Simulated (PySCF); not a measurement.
## Electronic structure of C3H6BClO2 (SMILES C[C@H]1COB(Cl)O1) in real space

```xyz
13

C     1.6079    0.2204    0.3142
C     0.2748    0.4379   -0.3876
C    -0.4576   -0.8865   -0.7347
O    -1.6720   -0.8442   -0.0060
B    -1.7209    0.3341    0.6762
Cl   -3.0262    0.7769    1.6781
O    -0.6315    1.1207    0.4744
H     2.3005   -0.2772   -0.3592
H     2.0247    1.1782    0.6130
H     1.4657   -0.3895    1.2033
H     0.4126    1.0645   -1.2760
H     0.1096   -1.7647   -0.4148
H    -0.6922   -0.9701   -1.7987
```

Geometry: GFN2-xTB.

Level of theory: PySCF, PBE0/pcSseg-1, SCF density, gas phase, non-relativistic.

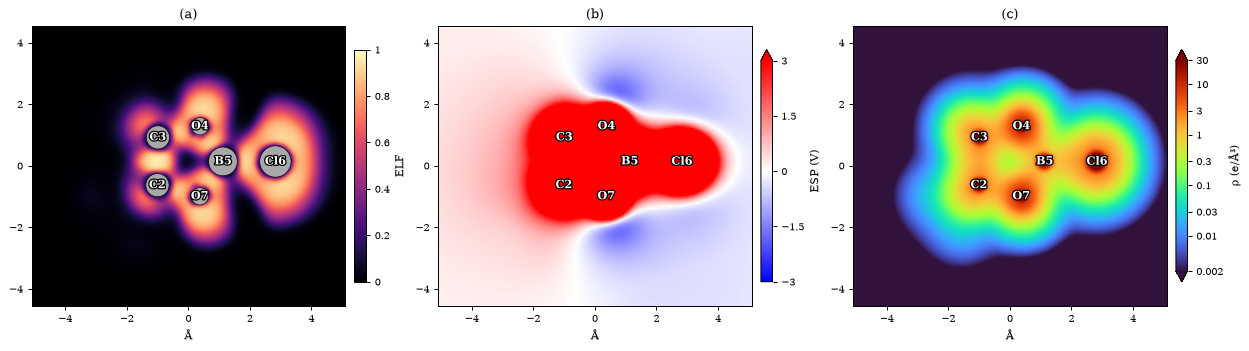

Figure 1. (a) electron localisation function; (b) molecular electrostatic potential; (c) total electron density on the plane of atoms C3, O4 and B5. Grey discs cover the atomic cores in the ELF map.

Q: Read the bonding off the picture.

A:
- The plane passes through C, O, B and Cl nuclei.
- B–O (1.36 Å): ρ is about 2.2 e/Å³ halfway; the ELF peaks at about 0.90 between the atoms; a polar covalent bond.
- C–O (1.42 Å): ρ is about 2 e/Å³ halfway, with its minimum of 1.7 e/Å³ about 0.5 Å from C; the ELF peaks at about 0.90 between the atoms (a shared but strongly polarised pair).
- B–Cl (1.70 Å): ρ is about 1.5 e/Å³ halfway; the ELF peaks at about 0.90 between the atoms, as expected for a polar covalent bond.
- The ELF also peaks beside O7, Cl6 and O4, away from the bonds: lone-pair regions.
- Outside the dense part of the molecule the potential is most negative (−1.7 V) near O4.

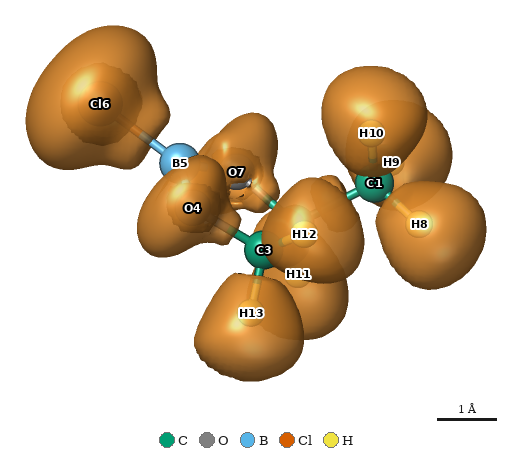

Figure 2. Isosurface of the ELF at 0.75 (orange), seen at an oblique angle. Core shells and regions of very low density are left out.

Q: Where are the electrons localised?

A: The surface consists of two regions between bonded C–C atoms (shared pairs), six regions around hydrogen nuclei, one region on Cl in which the atom's valence shell and bonds are merged and two regions on O in which the atom's valence shell and bonds are merged.

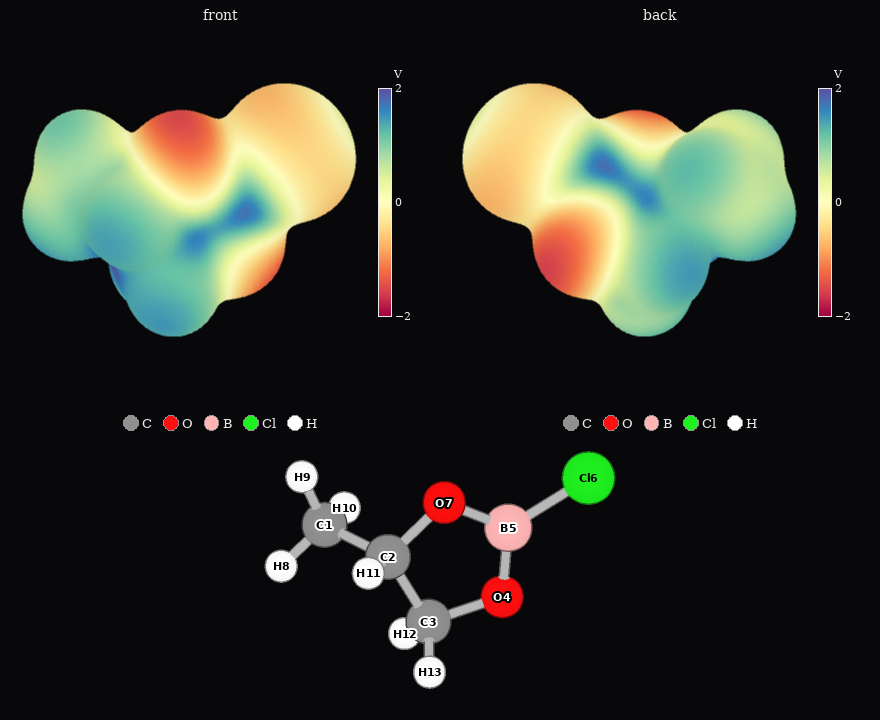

Figure 3. The molecular electrostatic potential painted on the density surface at 0.004 e/bohr³, seen from the front and from behind; red is negative and blue positive. The bare structure is drawn below in the same view.

Q: Describe the electrostatic potential map.

A: The most negative region (about −1.5 V) lies over O4 and O7, the most positive (about +1.8 V) over C2, C3 and B5. Cl6 shows a σ-hole: about +0.3 V at the tip opposite its bond, against about −0.6 V on its flanks.

Q: How polar is the molecule by this calculation?

A: Its dipole moment is 3.54 D.
